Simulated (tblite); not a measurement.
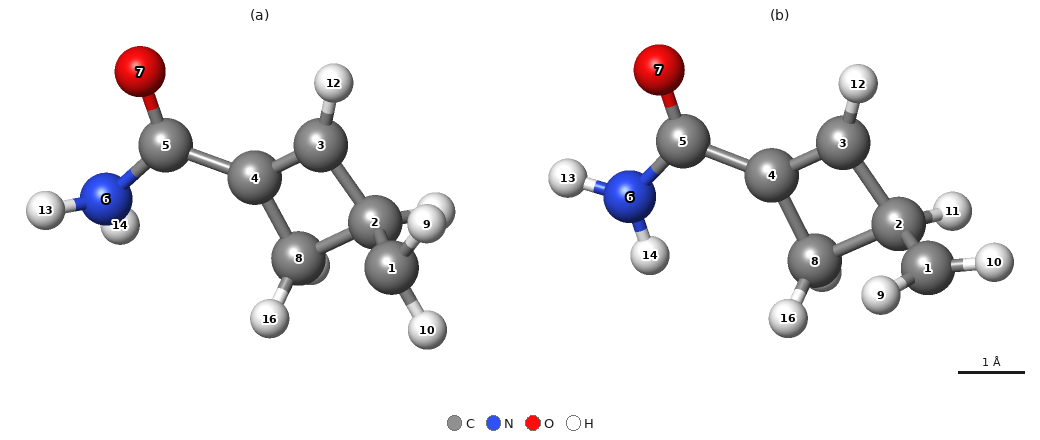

The structure of C₆H₈NO (multiplicity 2) before (left) and after (right) a relaxation, at one scale.

Style: ball-and-stick. Shown at a tilt.

Method: GFN2-xTB geometry optimisation, gas phase (tblite). 

### Summarise the run.

The largest move after the best rigid fit is that of an H atom, 1.50 Å. By element the largest moves are H 1.50 Å, C 0.31 Å, N 0.12 Å, O 0.07 Å. Some distances before and after: C–C 1.479 → 1.563 Å, C–C 1.464 → 1.531 Å, C–C 1.273 → 1.337 Å, C–C 1.448 → 1.510 Å. Bond angles that change, for instance: C–C–H 109.9° → 120.8°, C–C–H 110.8° → 119.7°, H–C–H 112.1° → 118.3°. Groups turn about C–N by about 55°. The energy falls by 158.6 kJ/mol in 141 geometry steps. Cost: 0.69 s on 1 thread of Arm Neoverse V2 (shared host).
